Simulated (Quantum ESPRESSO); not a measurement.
```
B Pt
1.0
     4.28259    0.00000    0.00000
    -2.14130    3.70884    0.00000
     0.00000    0.00000    3.50578
B Pt
5 1
Direct
  0.33333 0.66667 0.00000
  0.66667 0.33333 0.00000
  0.50000 0.00000 0.50000
  0.50000 0.50000 0.50000
  0.00000 0.50000 0.50000
  0.00000 0.00000 0.00000
```

Space group P6/mmm; a generated structure, not necessarily the stable one; computed pressure about −39 GPa in this cell.

Theory: Quantum ESPRESSO 7.5, Kohn-Sham DFT of a periodic cell, SOGGA with D2, PseudoDojo 0.4 SR PBE stringent.

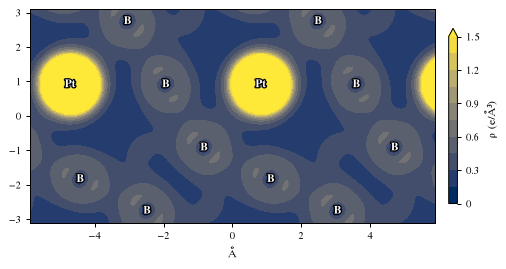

B₅Pt. Valence charge density (pseudo) on the (111) plane of the conventional cell.

In a pseudopotential calculation such maps are meaningful between the atoms, not at the nuclei.

Question: Read the bonding off the picture.

Answer: The plane passes through B and Pt nuclei.
Atoms just off the plane (B, 0.9 Å away) can leave unmarked features too.
B–Pt (2.47 Å): ρ is about 0.43 e/Å³ halfway, with its minimum of 0.38 e/Å³ about 1.1 Å from B.
B–Pt (2.77 Å): ρ is about 0.27 e/Å³ halfway.
Between the atoms the lowest density in this plane is 0.18 e/Å³.
